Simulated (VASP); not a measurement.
Band structure of Si (diamond). Level of theory: SCAN meta-GGA, VASP's PBE PAW potentials (set 64) (plane waves; VASP).

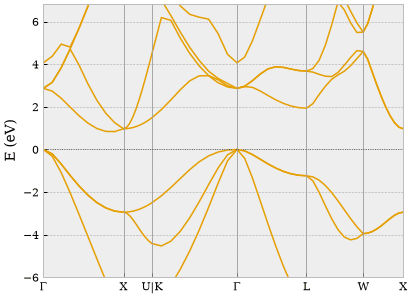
Bands along high-symmetry lines, zero at the valence-band maximum or, without a gap, the Fermi level

Question: Read the plot: is there a gap, and where are the band edges?

Answer: The gap is indirect, 0.84 eV, from the valence maximum at Γ to the conduction minimum at (0.44, 0.44, 0.00).

Measured: gap 1.23 eV (computed value off by -0.39 eV), as given by Wei Chen et al., Physical Review Materials (2018), doi:10.1103/physrevmaterials.2.073803 [zero-point renormalisation of 0.06 eV added back (the table's ZPR column)].

The compound is Si in the diamond structure. It was relaxed first.
